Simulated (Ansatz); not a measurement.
Consider C2H4OSi.

| atom | x (Å) | y (Å) | z (Å) |
| --- | --- | --- | --- |
| O | 1.7427 | 1.7795 | -0.4275 |
| C | 0.7597 | 1.0811 | -0.5020 |
| C | 0.4551 | -0.0287 | 0.3981 |
| Si | -0.9501 | -0.9988 | 0.2628 |
| H | 0.0000 | 1.2650 | -1.3070 |
| H | 1.1958 | -0.2087 | 1.1835 |
| H | -1.2406 | -2.1171 | 1.1828 |
| H | -1.9628 | -0.7723 | -0.7907 |

Level of theory: RKS CAM-B3LYP-D4/def2-SVP in Ansatz 0.2.0.

**What can the converged electron density and electron localisation function tell about the bonding?**

C–O (1.21 Å): the density is about 3.3 e/Å³ at the midpoint; the ELF peaks at about 0.90 between the atoms; a multiple bond.
C–C (1.46 Å): ρ is about 1.9 e/Å³ halfway; the ELF peaks at about 0.95 between the atoms: a shared electron pair.
C–Si (1.71 Å): ρ at the midpoint is about 1.2 e/Å³; the ELF peaks at about 0.90 between the atoms, as expected for localised, covalent bonding.
C–H (1.09 Å): ρ is about 1.9 e/Å³ halfway; the ELF climbs to about 1 towards the hydrogen, as it does in any bond to H: a covalent bond by its length.

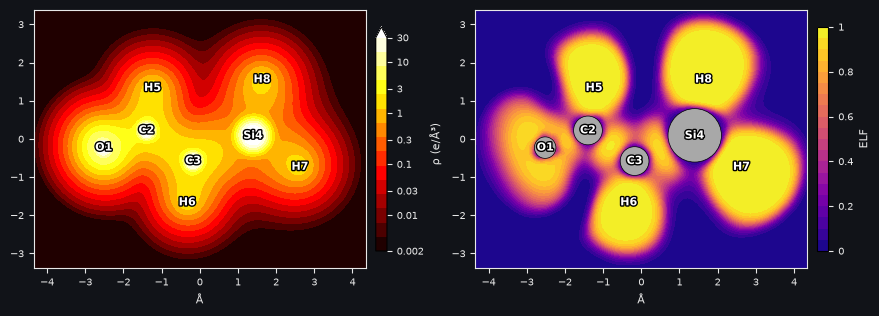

Computed electron density and electron localisation function on the molecular plane, in this order. Grey discs cover the atomic cores in the ELF map. 
